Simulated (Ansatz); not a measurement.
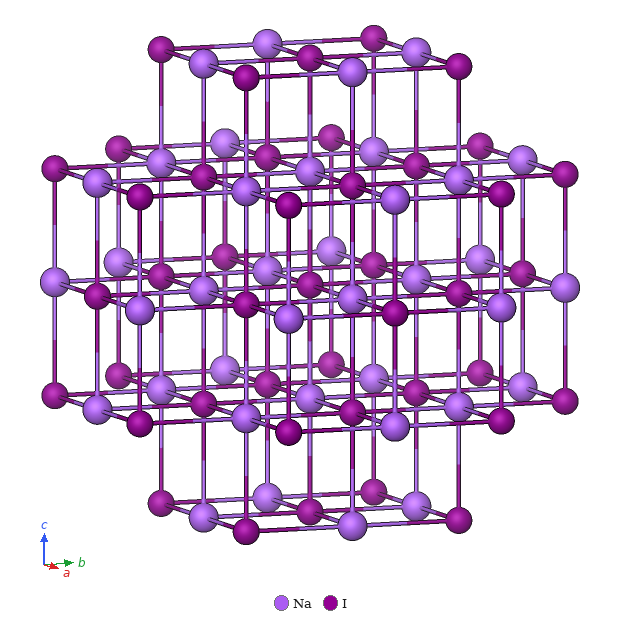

System NaI (space group Fm-3m, No. 225); source of the atomic positions: a calculation's input that goes back to an entry of the Crystallography Open Database (an earlier step may have relaxed or displaced it).

Bonds are taken as I–Na below 3.6 Å. Atoms with one bond or none are removed and atoms with two bonds are replaced by edges, until no such atom is left.

**What kind of net remains, and which atoms are its nodes?**

A uninodal 6-connected, three-periodic net: Na and I are 6-connected nodes.

**Which named net is it?**

It is the pcu net, known from NaCl, ReO3 and the B-X framework of perovskite.

**Is the net interpenetrated?**

It is a single net, without interpenetration.

**Give the point symbol of each node (shortest cycle at each angle).**

Na and I: 4¹²·6³.
